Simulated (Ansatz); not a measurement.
From SiH3(CH3) to Si(CH3)Cl3: predicting a member

On one Si centre that keeps CH3, n of the H ligands are replaced by Cl. The atomisation energy (no zero-point term) y in kJ/mol at CCSD(T)/CBS estimate. Shapes, held fixed at every level: PBE0-D4/def2-TZVP. Programs: Ansatz 0.2.0.

```
   molecule  n  y (kJ/mol)
  SiH3(CH3)  0        2634
SiH2(CH3)Cl  1           ?
SiH(CH3)Cl2  2        2781
 Si(CH3)Cl3  3        2851
```

Question: Fit y = c + s·n to the known rows and predict SiH2(CH3)Cl.

Answer: 
1. Means of the 3 rows: n = 1.66667, y = 2755.3.
2. Σ(Δn)² = 4.6667, Σ(Δn·Δy) = 338.33, so the slope is 338.33/4.6667 = 72.499.
3. Intercept: 2755.3 − (72.499) × 1.66667 = 2634.5. The largest residual of the fit is 1.5.
4. SiH2(CH3)Cl: 2634.5 + (72.499) × 1 = 2707 kJ/mol.

The run gave 2706 kJ/mol, so the prediction is off by +1 kJ/mol, within the scatter of the fit. The steps are nearly additive. The slope is the difference between a Si–Cl and a Si–H bond. Other levels give for SiH2(CH3)Cl: r2SCAN-D4/def2-TZVPP 2707; wB97M-V/def2-TZVPP 2712; B2PLYP/def2-TZVPP 2668 kJ/mol. Spin-orbit coupling of the free atoms (H 0, Cl 4 kJ/mol each; the atoms kept shift only the intercept) is left out. The CBS estimate extrapolates MP2 from def2-TZVPP and def2-QZVPP and adds CCSD(T) − MP2 in the triple-zeta set, cores frozen.

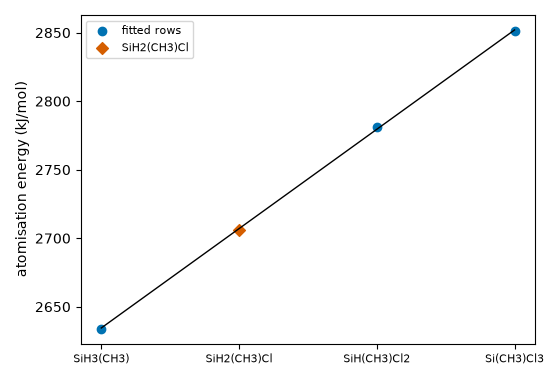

The fitted line, with the withheld member.
